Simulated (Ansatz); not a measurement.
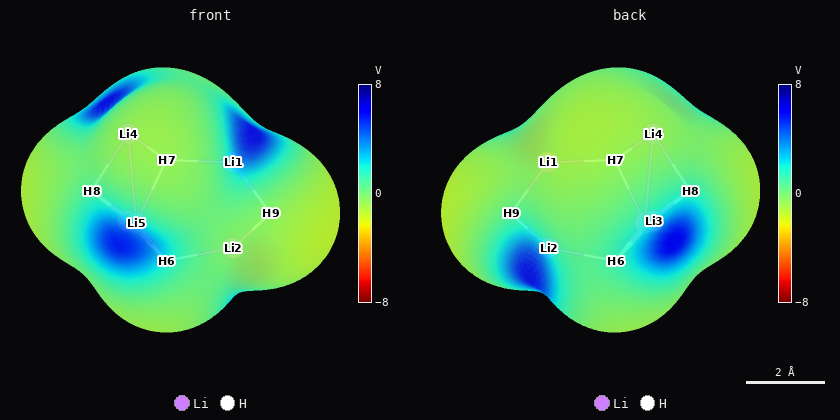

Figure 1: H$_{4}$Li$_{5}$ (doublet). The molecular electrostatic potential painted on the density surface at 0.001 e/bohr³, seen from the front and from behind; red is negative and blue positive.

Geometry: PBE-D4/def2-TZVP.

All numbers below come from Ansatz 0.2.0, UKS PBE0-D4/def2-TZVP.

```xyz
9

Li    1.6413   -1.2307    0.2315
Li   -0.9129   -1.8061   -0.3787
Li   -1.3937    1.0176   -1.1779
Li    1.2055    1.6027   -0.5715
Li   -0.4096    0.6961    1.0707
H    -1.6124   -0.2659    0.0654
H     1.3828    0.4128    0.7682
H    -0.4408    2.0866   -0.1386
H     0.5398   -2.5131    0.1308
```

Q: Describe the electrostatic potential map.

A: The most negative region (about −1.4 V) lies over H9, the most positive (about +6.0 V) over Li1, Li2, Li3 and Li4.
